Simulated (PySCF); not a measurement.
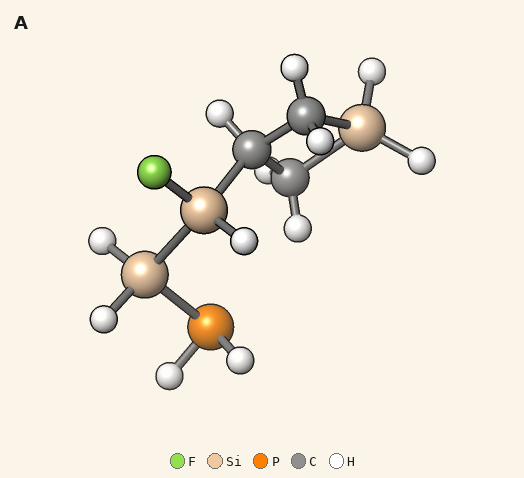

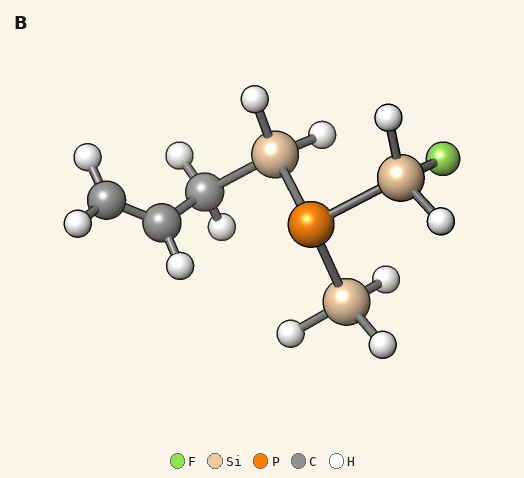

2 stationary structures of one formula. Geometries: GFN2-xTB. Electronic energies: PBE0/pcSseg-1 (PySCF 2.14.0), without zero-point energy. No frequency run is at hand to confirm each as a minimum. Each is one conformer, not always the lowest.

How are they related?

They are constitutional isomers of C3H12FPSi3: A `F[Si@@H]([SiH2]P)C1C[SiH2]C1`, B `C=CC[SiH2]P([SiH3])[SiH2]F`.

Rank them by energy, lowest first.

B is lowest; A lies 11.9 kcal/mol above it.

The geometry is semi-empirical. Around P, Si such bond lengths and angles can be off by a tenth of an ångström or more and by several degrees, and values that hang on the shape move with them.
